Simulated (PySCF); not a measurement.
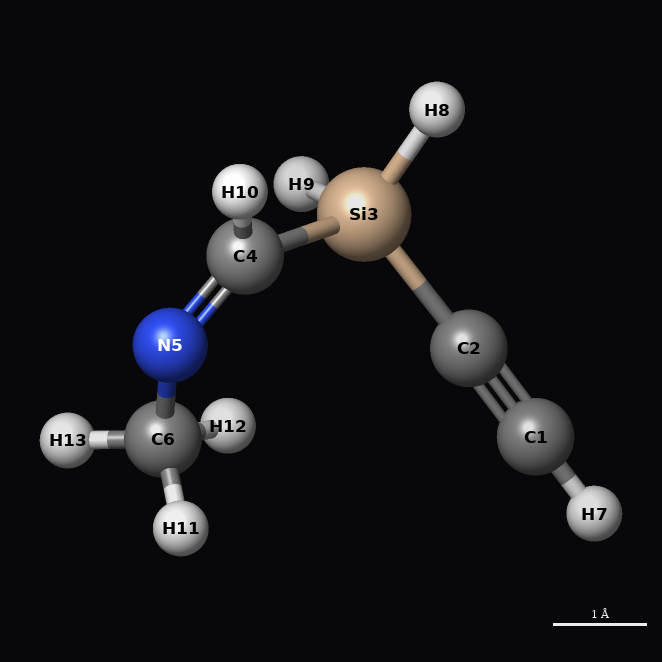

The view is orthographic, and the bar gives the scale. The geometry was computed by an optimisation with GFN2-xTB. No frequency run is at hand to confirm it as a minimum.

Reconstruct the coordinates (Å) as seen: x to the right, y up, z towards the viewer, origin at the mean of the atomic positions.

```xyz
13
C4H7NSi
C    2.45  -1.03  -0.75
C    1.74  -0.08  -0.58
Si   0.61   1.36  -0.30
C   -0.67   0.92   1.06
N   -1.48  -0.05   1.14
C   -1.55  -1.05   0.13
H    3.09  -1.86  -0.90
H    1.40   2.49   0.21
H   -0.06   1.69  -1.56
H   -0.73   1.61   1.90
H   -1.36  -2.02   0.61
H   -0.85  -0.91  -0.70
H   -2.58  -1.07  -0.24
```
